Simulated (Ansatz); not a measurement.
F$_{2}$Si···H$_{4}$OSi

The calculation's input:

```
crystal:
  periodic: [false, false, false]
  atoms:
    - {symbol: Si, position_ang: [-1.470956, -1.548536, 0.206362]}
    - {symbol: F, position_ang: [0.011448, -1.822427, 0.847958]}
    - {symbol: F, position_ang: [-1.104188, -1.748138, -1.365472]}
    - {symbol: H, position_ang: [-1.350333, 1.013482, -0.449600]}
    - {symbol: O, position_ang: [-0.798819, 0.438675, 0.089179]}
    - {symbol: Si, position_ang: [0.862254, 0.814394, 0.156841]}
    - {symbol: H, position_ang: [0.934217, 2.236026, -0.264054]}
    - {symbol: H, position_ang: [1.296683, 0.656247, 1.556177]}
    - {symbol: H, position_ang: [1.619593, -0.039524, -0.777492]}
basis:
  gaussian: {orbitals: def2-TZVPP}
hamiltonian: {xc: pbe0, dispersion: d4}
output: {orbitals: {seedname: orbitals}}
```

Launched as:

```sh
ansatz run in.yaml --threads 4 --pin off --events-out ev --progress --plain --max-ram 9574MiB
```

The reactant side of a reaction path; geometry: PBE0-D4/def2-TZVP.

Computed with RKS PBE0-D4/def2-TZVPP in Ansatz 0.2.0.

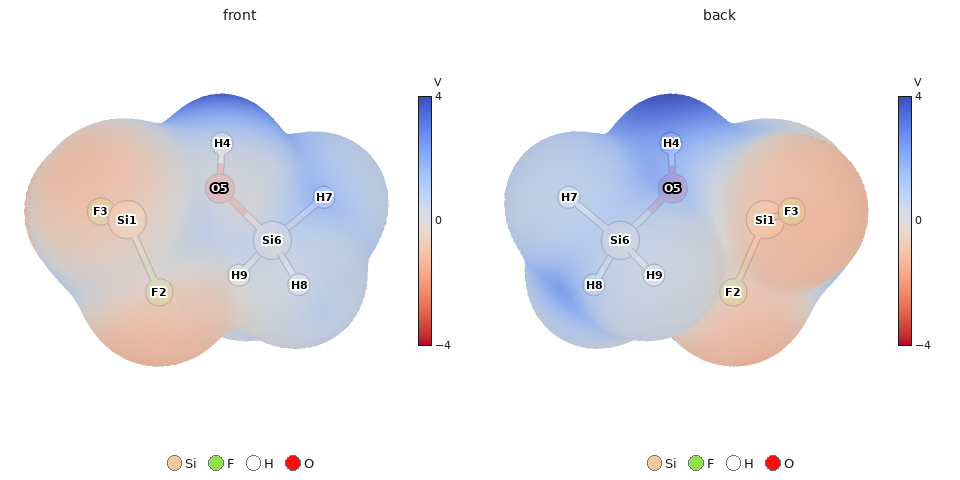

Figure 1. The electrostatic potential painted on the density surface at 0.002 e/bohr³, seen from the front and from behind; red is negative and blue positive.

### Describe the electrostatic potential map.

The most negative region (about −1.2 V) lies over F3, the most positive (about +3.6 V) over H4.

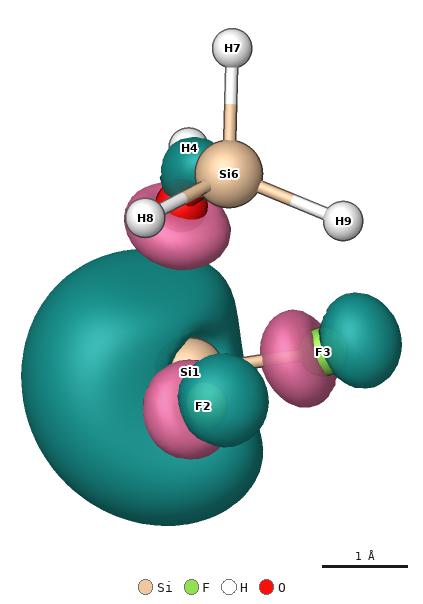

Figure 2. The HOMO at ±0.1 Å⁻³ᐟ² (teal and pink are the two phases), seen at an oblique angle.

### What is the character of this orbital?

Its weight (Hirshfeld) is mainly on Si1 (about 75 %), F3 (about 10 %) and F2 (about 10 %). Its energy is −6.82 eV.

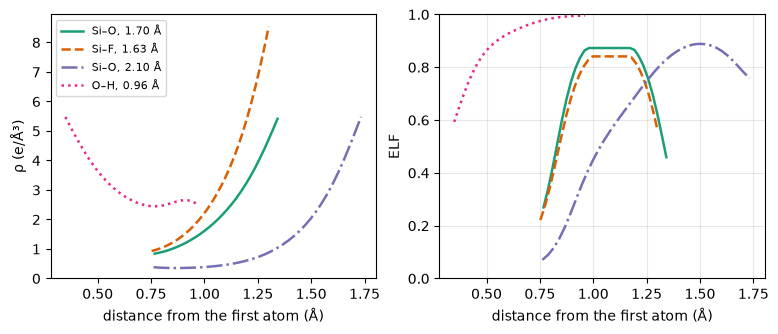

Figure 3. Total electron density and ELF along straight lines between neighbouring atoms. The curves leave out the atomic cores.

### What can be read from the curves?

Si–O (1.70 Å): ρ is about 1 e/Å³ halfway; the ELF peaks at about 0.85 between the atoms: a polar covalent bond.
Si–F (1.63 Å): ρ at the midpoint is about 1.1 e/Å³; the ELF peaks at about 0.85 in the valence shell of F, 0.6 Å from its nucleus, and is about 0.40 at the midpoint.
Si1···O5 (2.10 Å): the density falls to about 0.35 e/Å³ on the way; the ELF peaks at about 0.90 in the valence shell of O, 0.6 Å from its nucleus, and is about 0.50 at the midpoint.
O–H (0.96 Å): the density is about 3.8 e/Å³ at the midpoint; the ELF climbs to about 1 towards the hydrogen, as it does in any bond to H; an ordinary covalent bond to hydrogen.

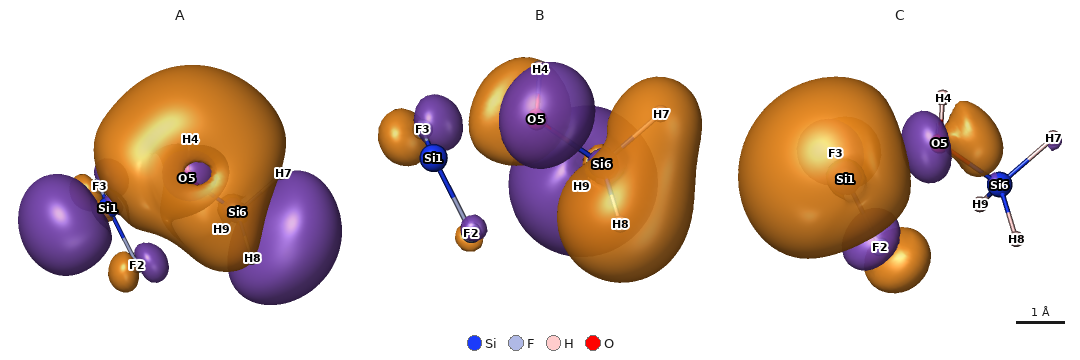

Figure 4. Three frontier orbitals at ±0.06 Å⁻³ᐟ² (orange and purple are the two phases), in no order.

### Order the three orbitals by energy and name them.

B is the HOMO−1 (−9.89 eV). By Hirshfeld shares it lies mainly on Si6 (about 30 %), H9 (about 25 %), O5 (about 25 %) and H8 (about 15 %). C is the HOMO (−6.82 eV). It lies mainly on Si1 (about 75 %), F3 (about 10 %) and F2 (about 10 %). A is the LUMO (−0.79 eV). It lies mainly on Si6 (about 35 %), Si1 (about 20 %), H4 (about 15 %) and O5 (about 10 %).

### What is the HOMO–LUMO gap?

6.03 eV between the orbital energies.
